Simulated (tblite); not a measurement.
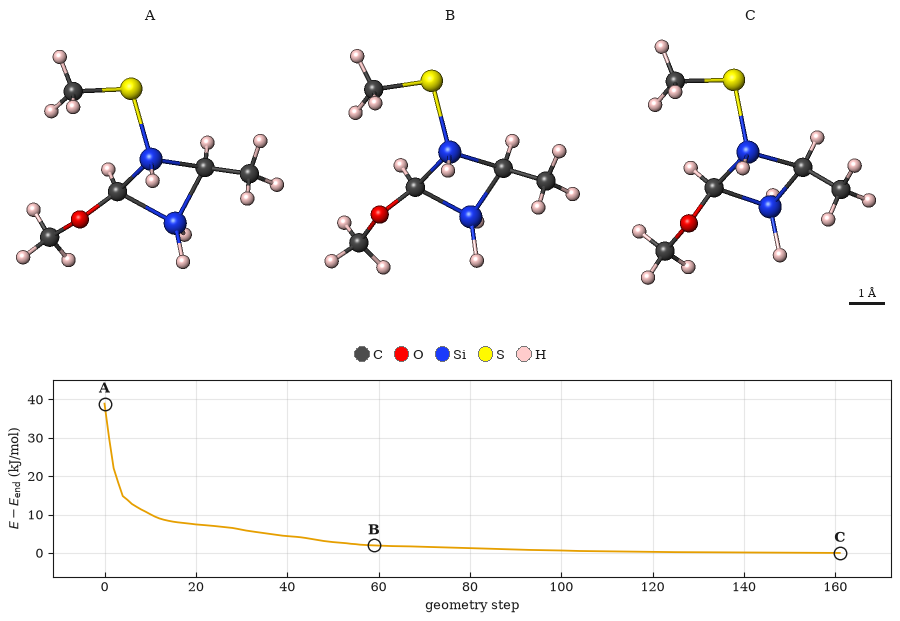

Frames of a relaxation of C5H14OSSi2, marked on the history of the run. Style: ball-and-stick. Shown at a tilt.

These are results of tblite 0.8.0, GFN2-xTB geometry optimisation, gas phase, not measurements. 

What happens along the run?

The energy falls by 38.9 kJ/mol in 161 geometry steps. The largest move after the best rigid fit is that of an H atom, 1.31 Å. By element the largest moves are H 1.31 Å, Si 0.74 Å, C 0.68 Å, O 0.36 Å, S 0.31 Å. Near-neighbour distances that change, for instance: H–Si 1.492 → 1.463 Å, C–O 1.451 → 1.426 Å, C–O 1.418 → 1.399 Å, C–C 1.513 → 1.524 Å. Among the angles between lasting bonds that change: Si–C–Si 84.1° → 92.2°, Si–C–Si 83.4° → 91.4°, C–C–H 113.6° → 108.0°. Groups turn about C–Si by about 30°, C–Si by about 25°, C–Si by about 25°. From step 0 to 59: an H atom moves most (0.63 Å), energy −37.0 kJ/mol. From step 59 to 161: an H atom moves most (0.81 Å), energy −1.96 kJ/mol.
